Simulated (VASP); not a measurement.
```
CELL_PARAMETERS angstrom
      1.34879    -2.33617     0.00000
      1.34879     2.33617     0.00000
      0.00000     0.00000     4.24536
ATOMIC_POSITIONS crystal
  Ru 0.33333 0.66667 0.25000
  Ru 0.66667 0.33333 0.75000
```

These are SCAN meta-GGA, VASP's PBE PAW potentials (set 64) (plane waves; VASP) values and carry that method's errors. Settings: 520 eV cut-off, 17×17×10 Γ-centred mesh, tetrahedra with Blöchl corrections, potentials Ru_pv.

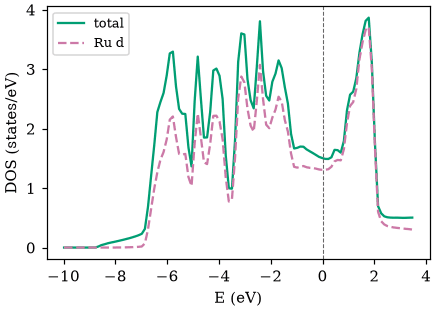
Total and projected density of states, zero at the Fermi level

Within 2 eV below the Fermi level the largest weight inside VASP's projection spheres is Ru d.

It has no gap at this level: it comes out as a metal or semimetal.

The compound is Ru in the hcp structure. It was relaxed first.
